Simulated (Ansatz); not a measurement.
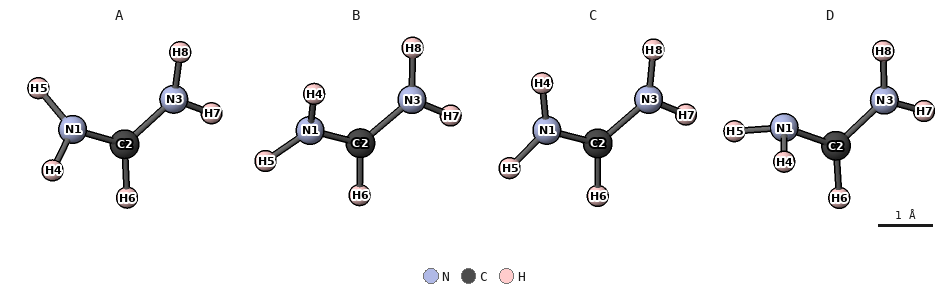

4 geometries from a converged minimum-energy path of CH₅N₂ (charge +1), shuffled. The picture is a ball-and-stick view, seen at a tilt.

Level of theory: RKS PBE0-D4/def2-SVP in Ansatz. Settings: 7 movable images; climbing image; force threshold 0.05 eV/Å; iteration limit 60; starting path by image-dependent pair potential.

Q: Which of them lies highest in energy?

A: D. In order along the path, whose images run from 0 to 8: C (image 0, 0.00 eV), B (image 1, +0.14 eV), D (image 4, +1.21 eV), A (image 6, +0.56 eV). The motion is a rotation about the N1–C2 bond by about 180°. No bond forms or breaks between the ends. Among the angles between lasting bonds that change up to the highest image: C2–N1–H4 123.2° → 111.2°, H4–N1–H5 116.9° → 105.9°.
